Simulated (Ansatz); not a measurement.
## Geometry relaxation of AlH4ClO (part 2 of 2)

AlH4ClO; RKS r2SCAN-D4/6-31G* (Ansatz 0.2.0). The input holds or restrains some coordinates. Forces given for the steps count only the free coordinates. It belongs to a series of runs on one base structure; here: pulled along the bonds that form and break, towards end A.

Geometry of the input (Å):
```
Al 0.0000  0.0000  0.0000
O  0.0000  0.0000  2.1300
H  -0.9095  -0.2814  2.4671
H  1.3510  0.0000  -0.7800
H  -1.3510  0.0000  -0.7800
Cl 0.1134  2.3983  0.7978
H  0.0597  1.2630  1.9417
```

```
  distance Al 0 - Cl 5 = 3.4269 Å
  distance H 6 - O 1 = 2.2022 Å
  distance Al 0 - O 1 = 1.7602 Å
  distance H 6 - Cl 5 = 1.3391 Å
754 factors; their error is unknown
mean field -21228.98967998 eV, -780.1509812133 hartree, gradient 1.2e-5 eV, S^2 0.000000; 1 other end points of the search recorded, 0 dependent functions left out
the calculation of the forces begins
reference -21228.98969306 eV, -780.1509816941 hartree; 21, 21 occupied and 40, 40 virtual orbitals, 754 factors
Total energy: -21229.01474979 eV, -780.1519025119 hartree
Atom 0 at    -0.073646    -0.246163     0.016605 Å, force    -0.025466     0.071005     0.627096 eV/Å
Atom 1 at    -0.073676    -0.260397     1.776765 Å, force    -0.038445     0.181482    -0.524781 eV/Å
Atom 2 at    -0.928701    -0.409793     2.208806 Å, force     0.102746     0.039834    -0.063058 eV/Å
Atom 3 at     1.353554    -0.170123    -0.657457 Å, force    -0.002290     0.003186     0.005953 eV/Å
Atom 4 at    -1.469280    -0.400309    -0.728019 Å, force     0.006693    -0.014373    -0.009874 eV/Å
Atom 5 at     0.144109     2.967853     1.185464 Å, force     0.136366    -0.916801     0.602671 eV/Å
Atom 6 at     0.311240     1.898833     1.974435 Å, force    -0.179605     0.635667    -0.638007 eV/Å
Dipole moment:    -0.257084    -0.327989     0.137213 e Å
```

Trajectory as extended XYZ (Å, eV, eV/Å), 9 frames, from step=1 to step=9
```
7
Properties=species:S:1:pos:R:3:forces:R:3 step=1 energy=-21228.83026
Al    0.0000    0.0000    0.0000    0.2538   1.9660   1.6294
O     0.0000    0.0000    2.1300   -1.1740   0.4008  -1.6215
H    -0.9095   -0.2814    2.4671    1.3922   0.7093  -0.4286
H     1.3510    0.0000   -0.7800    0.4080  -0.5569   0.1754
H    -1.3510    0.0000   -0.7800   -0.5082  -0.4790   0.2178
Cl    0.1134    2.3983    0.7978   -0.0316  -0.4668  -0.1508
H     0.0597    1.2630    1.9417   -0.3403  -1.5735   0.1783
7
Properties=species:S:1:pos:R:3:forces:R:3 step=2 energy=-21228.45954
Al   -0.0055   -0.1723    0.0321    0.0587   1.5778   1.8927
O    -0.0112   -0.1436    2.0454   -0.9347   0.4805  -1.8470
H    -0.9067   -0.2837    2.4659    1.0653   0.1151  -0.6793
H     1.3528   -0.0106   -0.7745    0.1045  -0.5071   0.3889
H    -1.3559   -0.0093   -0.7747   -0.2494  -0.4558   0.2694
Cl    0.1214    2.5681    0.8931   -0.0896  -1.3834   0.9361
H     0.0687    1.4312    1.8893    0.0452   0.1730  -0.9608
7
Properties=species:S:1:pos:R:3:forces:R:3 step=3 energy=-21228.52891
Al   -0.0147   -0.3096    0.0705   -0.0252   1.4166   1.4289
O    -0.0267   -0.2992    1.9605   -0.9066   0.2906  -1.4451
H    -0.8969   -0.2882    2.4517    1.0913  -0.2040  -0.9575
H     1.3492   -0.0188   -0.7640   -0.2031  -0.5941   0.6045
H    -1.3561   -0.0169   -0.7688   -0.0131  -0.5150   0.3613
Cl    0.1261    2.6888    0.9628   -0.0905  -1.2464   1.0766
H     0.0828    1.6238    1.8641    0.1473   0.8522  -1.0687
7
Properties=species:S:1:pos:R:3:forces:R:3 step=4 energy=-21228.76620
Al   -0.0385   -0.3961    0.0804    0.0864   1.2895   0.2052
O    -0.0422   -0.3950    1.8422   -0.4664   0.1508  -0.1979
H    -0.8658   -0.3242    2.3742    0.5827  -0.2570  -0.6384
H     1.3364   -0.0818   -0.7090   -0.1426  -0.5525   0.4288
H    -1.3701   -0.0736   -0.7459   -0.1147  -0.4623   0.2002
Cl    0.1293    2.8370    1.0453   -0.0461  -0.6154   0.5388
H     0.1146    1.8137    1.8894    0.1007   0.4470  -0.5368
7
Properties=species:S:1:pos:R:3:forces:R:3 step=5 energy=-21228.92809
Al   -0.0505   -0.2133    0.0468   -0.0566  -0.1869   0.4040
O    -0.0415   -0.3776    1.8067   -0.4010   0.4917  -0.3694
H    -0.8712   -0.4248    2.3272    0.5189  -0.0013  -0.5251
H     1.4026   -0.2312   -0.6461   -0.3545   0.0323   0.2194
H    -1.4659   -0.2017   -0.7287    0.2861   0.0151   0.1741
Cl    0.1168    3.0044    1.1520    0.0413  -1.3480   0.6251
H     0.1733    1.8241    1.8187   -0.0342   0.9971  -0.5281
7
Properties=species:S:1:pos:R:3:forces:R:3 step=6 energy=-21229.00486
Al   -0.0713   -0.2678    0.0203    0.0605   0.1807   0.6028
O    -0.0398   -0.2961    1.7804   -0.0858   0.2143  -0.5882
H    -0.9073   -0.3593    2.2058    0.0322  -0.0133   0.0381
H     1.3684   -0.2091   -0.6268   -0.0109  -0.0403  -0.0579
H    -1.4737   -0.3112   -0.7295    0.0313  -0.0651   0.0215
Cl    0.0588    2.9524    1.1905    0.2387  -0.9509   0.5815
H     0.3285    1.8711    1.9358   -0.2660   0.6747  -0.5978
7
Properties=species:S:1:pos:R:3:forces:R:3 step=7 energy=-21229.00766 accepted=F
Al   -0.0540   -0.2480    0.0009   -0.2573   0.0065   0.7787
O    -0.0922   -0.2618    1.7600    0.2635   0.2704  -0.5249
H    -0.9576   -0.3422    2.1828   -0.0234  -0.0318  -0.0616
H     1.3641   -0.1591   -0.6805    0.0514   0.0077  -0.0022
H    -1.4683   -0.4461   -0.6905    0.0139   0.0104  -0.1402
Cl    0.1220    2.9527    1.2161    0.1940  -0.8635   0.5640
H     0.3495    1.8844    1.9878   -0.2422   0.6002  -0.6138
7
Properties=species:S:1:pos:R:3:forces:R:3 step=8 energy=-21229.01115
Al   -0.0684   -0.2501    0.0110   -0.0317   0.0614   0.6183
O    -0.0591   -0.2735    1.7711   -0.0491   0.2369  -0.4989
H    -0.9159   -0.3737    2.2135    0.0955  -0.0063  -0.0816
H     1.3616   -0.1948   -0.6632   -0.0299  -0.0008   0.0076
H    -1.4723   -0.3796   -0.7282    0.0421  -0.0067   0.0014
Cl    0.1262    2.9614    1.1908    0.1376  -0.9594   0.6390
H     0.2915    1.8901    1.9817   -0.1646   0.6749  -0.6857
7
Properties=species:S:1:pos:R:3:forces:R:3 step=9 energy=-21229.01474
Al   -0.0736   -0.2462    0.0166   -0.0255   0.0710   0.6271
O    -0.0737   -0.2604    1.7768   -0.0384   0.1815  -0.5248
H    -0.9287   -0.4098    2.2088    0.1027   0.0398  -0.0631
H     1.3536   -0.1701   -0.6575   -0.0023   0.0032   0.0060
H    -1.4693   -0.4003   -0.7280    0.0067  -0.0144  -0.0099
Cl    0.1441    2.9679    1.1855    0.1364  -0.9168   0.6027
H     0.3112    1.8988    1.9744   -0.1796   0.6357  -0.6380
```

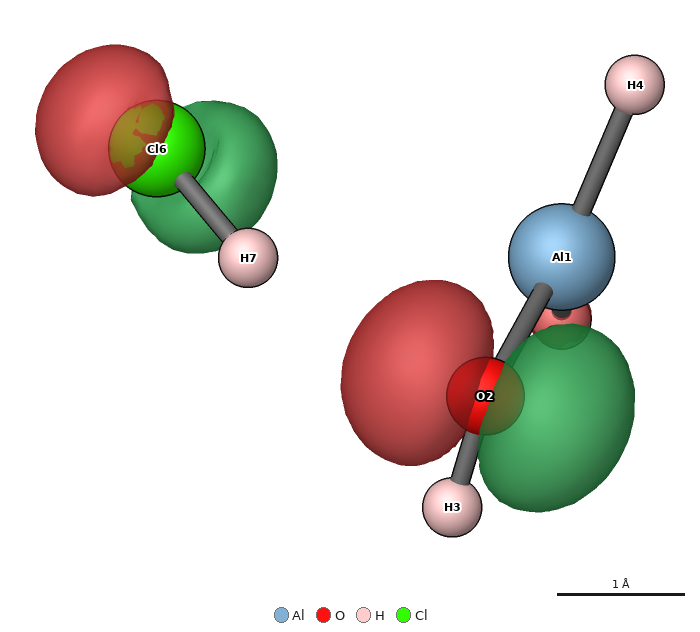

Fig. 1: The HOMO−1 at ±0.2 Å⁻³ᐟ² (green and red are the two phases), seen at a tilt. Its energy is −7.86 eV.

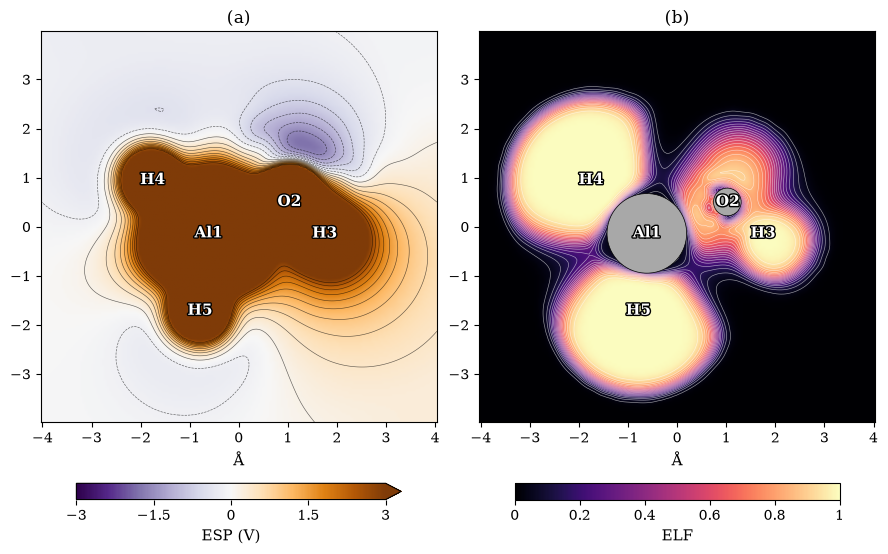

Fig. 2: (a) molecular electrostatic potential; (b) electron localisation function on the plane of atoms O2, Al1 and H4. Grey discs, where drawn, cover atomic cores. Al–O (1.76 Å): the ELF peaks at about 0.90 in the valence shell of O, 0.7 Å from its nucleus, and is about 0.45 at the midpoint. O–H (0.97 Å): the ELF climbs to about 1 towards the hydrogen, as it does in any bond to H; a covalent bond by its length. Al–H (1.58 Å): the ELF climbs to about 1 towards the hydrogen.

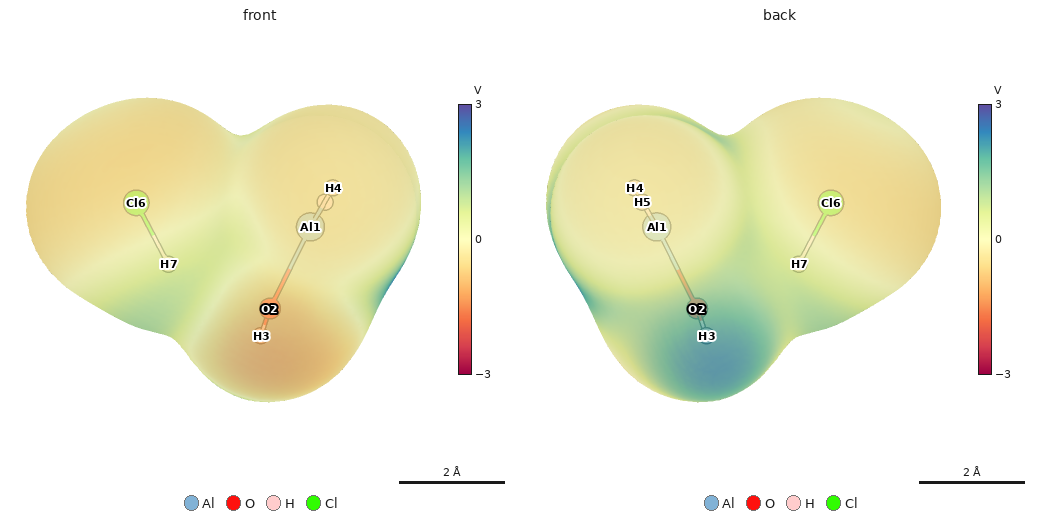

Fig. 3: The electrostatic potential painted on the density surface at 0.001 e/bohr³, seen at a tilt and from behind; red is negative and blue positive. A positive charge is drawn to the negative regions and a negative charge to the positive ones.
